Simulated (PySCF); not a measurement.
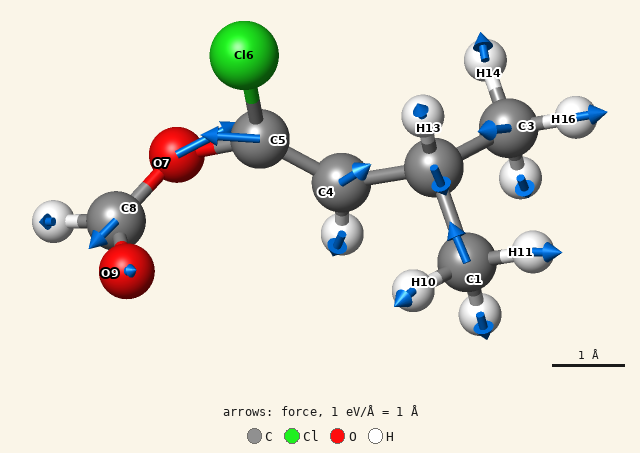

Starting geometry of C$_{6}$H$_{9}$ClO$_{2}$ with the computed forces as blue arrows. The picture is a ball-and-stick view, seen from a free direction.

The start comes from GFN2-xTB.

These are results of PBE0-D3(BJ)/def2-SVP geometry optimisation, gas phase in PySCF 2.14.0, density-fitted response routines, not measurements. 

Is this structure relaxed? If not, where do the atoms go?

Answer. It isn't relaxed: the largest force vector, on an O atom, is 0.99 eV/Å. The final displacements have little in common with the starting forces (cosine between the two patterns 0.10). The largest move after the best rigid fit is that of an O atom, 0.28 Å. By element the largest moves are O 0.28 Å, Cl 0.22 Å, H 0.11 Å, C 0.10 Å. Among the contacts that change: C–O 1.337 → 1.355 Å, C–O 1.388 → 1.373 Å, C–H 1.081 → 1.096 Å, C–C 1.322 → 1.331 Å. Bond angles that change, for instance: C–C–H 117.6° → 115.2°. Over 9 geometry steps the energy falls by 1.27 kcal/mol. The run took 2.6 min on 1 thread of Arm Neoverse V1, on a shared host.
